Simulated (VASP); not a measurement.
Band structure of SiRh (space group P2_13). Computed with PBEsol GGA, VASP's PBE PAW potentials (set 64) (plane waves; VASP).

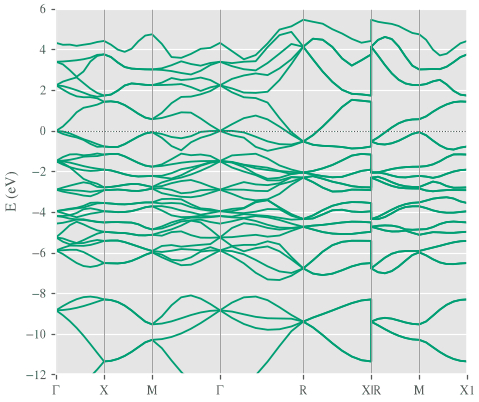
Figure: Bands along high-symmetry lines, zero at the valence-band maximum or, without a gap, the Fermi level

### Question
Read the plot: is there a gap, and where are the band edges?

### Answer
It has no gap at this level: it comes out as a metal or semimetal.

The structure comes from a computed database's SiRh entry (P2_13); how it stands against other phases isn't given here. The cell was not relaxed at this level.
